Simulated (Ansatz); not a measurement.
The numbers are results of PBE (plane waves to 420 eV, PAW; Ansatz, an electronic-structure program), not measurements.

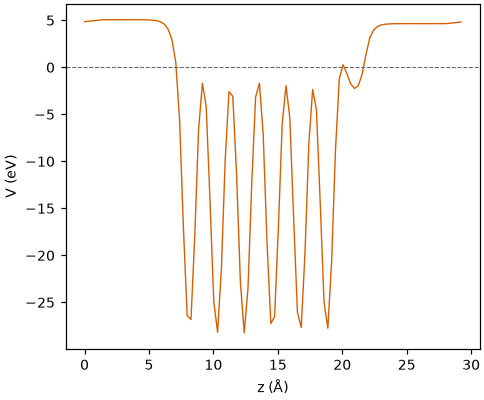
Electrostatic potential energy of an electron, averaged over planes parallel to the surface, in eV from the Fermi level, for a constructed model of the (0001) surface of hcp Ru, (√3x√3)R30° layer of Sb, one a cell, in the other hollow (bottom of the slab: a bare face, its two planes held)

Model: 19-atom slab, 13.3 Å thick at the start, 9x9x1 mesh, Fermi-Dirac 0.1 eV, dipole correction, 6 atoms held, the rest relaxed; start symmetry kept, larger cells not searched; no spin, no spin-orbit, no U. In PBE it is, or lies within 0.01 eV a 1x1 cell of, the lowest of the 2 structures of its composition computed so far; larger cells were not tried.

The vacuum level lies 4.65 eV above the Fermi level over the top face and 5.07 eV above it under the bottom face.
